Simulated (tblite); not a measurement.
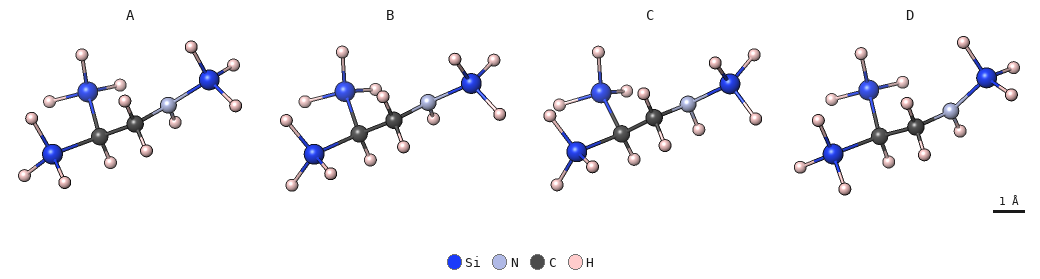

4 geometries from one relaxation of C2H13NSi3, in shuffled order. A ball-and-stick model, seen from a free direction.

Method: GFN2-xTB geometry optimisation, gas phase (tblite 0.8.0). 

Put them in the order of the run, from the start to the converged end.

C, B, A, D. They are steps 0, 28, 59, 101, at +13.7 kcal/mol, +1.82 kcal/mol, +0.58 kcal/mol relative to the last. The largest move after the best rigid fit is that of an H atom, 1.18 Å. Largest moves by element: H 1.18 Å, C 0.31 Å, Si 0.30 Å, N 0.27 Å. Near-neighbour distances that change, for instance: N–Si 1.801 → 1.716 Å, C–Si 1.866 → 1.908 Å, H–N 1.049 → 1.009 Å, C–H 1.126 → 1.103 Å. Bond angles that change, for instance: Si–N–C 112.2° → 123.7°, Si–N–H 108.8° → 118.3°, N–Si–H 106.8° → 115.2°. Groups turn about C–Si by about 25°. Over 101 geometry steps the energy falls by 13.7 kcal/mol. The run took 1.1 s on 1 thread of Intel(R) Xeon(R) Processor @ 2.70GHz, with other jobs on the host.
